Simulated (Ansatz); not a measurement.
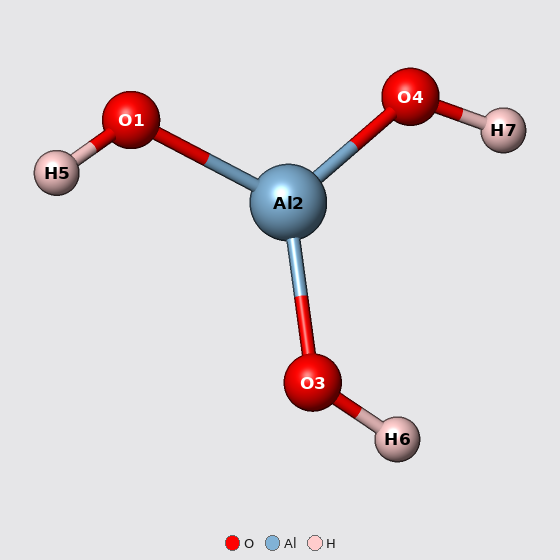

Harmonic vibrations computed with RKS PBE0-D4/def2-TZVP (Ansatz 0.2.0) at a stationary point of the same level.

### Is this a minimum or a saddle point?

A minimum: no imaginary frequency, and the lowest mode lies at 229 cm⁻¹.

### List the wavenumbers.

15 modes: 229, 230, 239, 292, 323, 350, 567, 629, 654, 723, 925, 959, 3967, 3978, 3986 cm⁻¹.
